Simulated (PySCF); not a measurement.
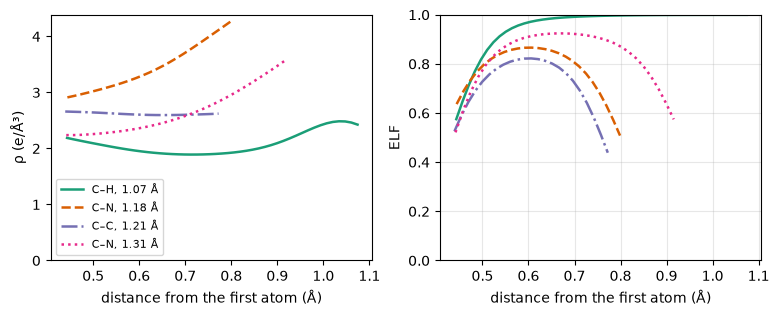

C3HN (SMILES [C-]#[N+]C#C). Total electron density and electron localisation function along straight lines between neighbouring atoms. The curves leave out the atomic cores.

Geometry: PBE0-D3(BJ)/def2-SVP.

Computed with CAM-B3LYP/def2-SVPD, SCF density, gas phase in PySCF 2.14.0.

Input

```
{"job": {"kind": "uv", "xc": "CAM-B3LYP", "basis": "def2-SVPD", "dynamic": true, "nstates": 6, "ntriplets": 0}, "charge": 0, "multiplicity": 1}
C      2.126222     0.076855    -1.169382
N      1.093766     0.036576    -0.592104
C     -0.046893    -0.007334     0.046247
C     -1.102007    -0.051126     0.639905
H     -2.037677    -0.088844     1.166357
```

Launched as:

```sh
OMP_NUM_THREADS=1 python probes_run.py task.json out
```

What can be read from the curves?

C–H (1.07 Å): the density is about 2 e/Å³ at the midpoint; the ELF climbs to about 1 towards the hydrogen, as it does in any bond to H (a covalent bond by its length).
C–N (1.18 Å): ρ at the midpoint is about 3.3 e/Å³; the ELF peaks at about 0.85 between the atoms (a short, multiple covalent bond).
C–C (1.21 Å): ρ is about 2.6 e/Å³ halfway; the ELF peaks at about 0.80 between the atoms (a multiple bond).
C–N (1.31 Å): ρ at the midpoint is about 2.5 e/Å³; the ELF peaks at about 0.90 between the atoms: a covalent bond.
